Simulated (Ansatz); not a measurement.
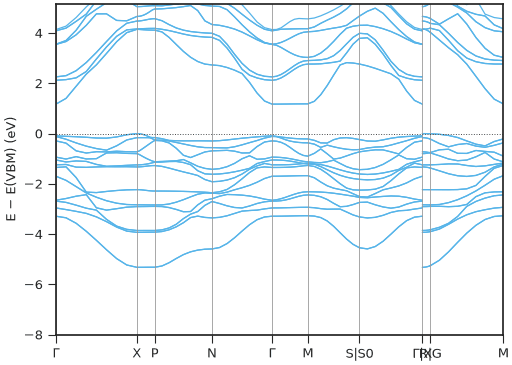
Fig. 1. Band structure from DFT-r²SCAN with spin–orbit coupling in the program Ansatz with PAW potentials

Q: Read off the gap and where the band edges lie.

A: About 1.2 eV (1.17 eV by a search for the band edges); maximum at X, minimum at Γ.

The material is Ba2HfS4 in space group I4/mmm (No. 139; Ba on 4e, Hf on 2a, S on 4c, S on 4e).

The first step of the workflow began from a Materials Project structure, measured or hypothetical; the Crystallography Open Database copy checked does not list it. Its standing as an ambient phase is unchecked. The r²SCAN relaxation kept the symmetry of its start; its stability against distortions is not shown here. No spin polarisation was allowed.

Potentials: the later of the program's two PAW sets.
